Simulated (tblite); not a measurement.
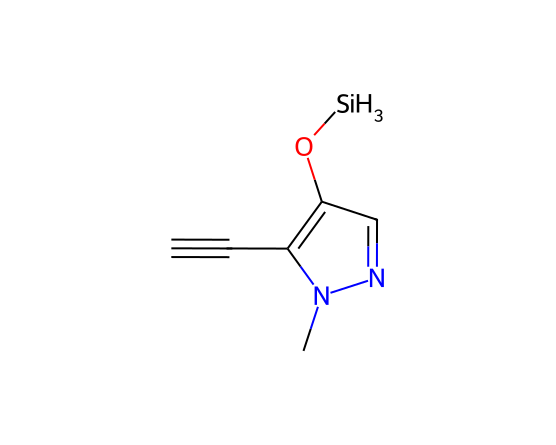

Simulated data, not a measurement (program: tblite).

2D structure.

Q: Write the SMILES.

A: C#Cc1c(O[SiH3])cnn1C

Q: Give the formula, hydrogens included.

A: C6H8N2OSi.

Q: An optimisation with GFN2-xTB gave a structure of which point group?

A: Cs. Other conformers may differ.
